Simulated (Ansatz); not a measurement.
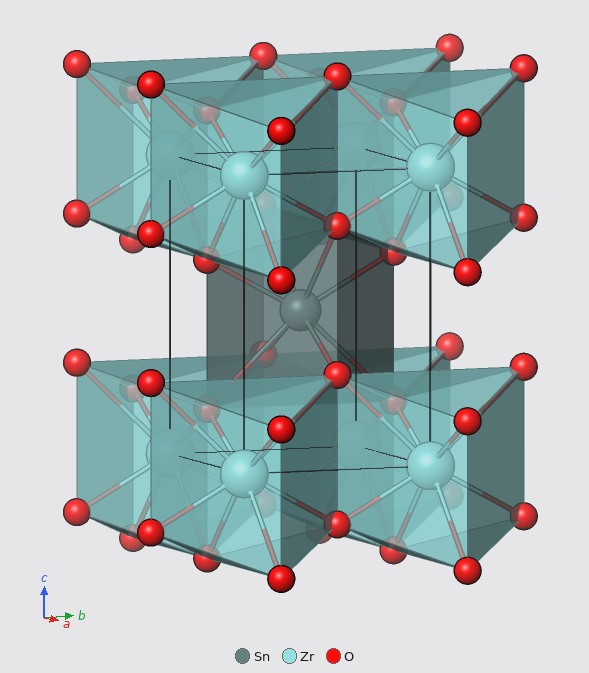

The structure above is drawn in polyhedral style and viewed slightly off an axis. The frame is the conventional unit cell; atoms at its boundary are shown with their periodic copies. Some atoms of the next cells are drawn as well.

ZrSnO4, space group P-4m2 (No. 115), a = 3.577 Å, b = 3.577 Å, c = 5.359 Å, α = 90.00°, β = 90.00°, γ = 90.00°. The model was built from a structure type filled with these elements by a generator (whether the compound takes this form wasn't checked). Earlier steps of the study, as a rule a relaxation of our own, may have changed the cell and positions, so they can lie some per cent off the listed ones. Ansatz was used for an electronic-structure calculation on it.

This one geometry was computed with Ansatz (DFT, plane waves, PAW) at five levels of theory: r2SCAN, PBE with spin-orbit coupling, PBE, PBE0 and HSE06. It was relaxed beforehand with r2SCAN.

**Which level gives the highest pressure at this volume, and what does that say about its equilibrium volume?**

Highest: PBE with spin-orbit coupling (6.0 GPa) and PBE (6.1 GPa), which points to the largest equilibrium volume. Lowest, with the smallest volume: PBE0 (-2.3 GPa) and HSE06 (-2.3 GPa). Levels within 0.5 GPa of each other can't be told apart.

**How does the band gap change with the level of theory?**

PBE: a gap of 2.01 eV, indirect; PBE with spin-orbit coupling: a gap of 2.01 eV, indirect; r2SCAN: a gap of 2.54 eV, indirect; HSE06: a gap of 3.39 eV, indirect; PBE0: a gap of 4.11 eV, indirect.

**Collect the results in a table.**

| level | cutoff (eV) | k-mesh of the run's cell | gap (eV) | pressure (GPa) |
| --- | --- | --- | --- | --- |
| r2SCAN | 500 | 8×8×6 | 2.54 | 0.0 |
| PBE with spin-orbit coupling | 420 | 8×8×6 | 2.01 | 6.0 |
| PBE | 420 | 8×8×6 | 2.01 | 6.1 |
| PBE0 | 420 | 4×4×4 | 4.11 | -2.3 |
| HSE06 | 420 | 4×4×4 | 3.39 | -2.3 |

Gaps are taken on the k-mesh or band path of each run.
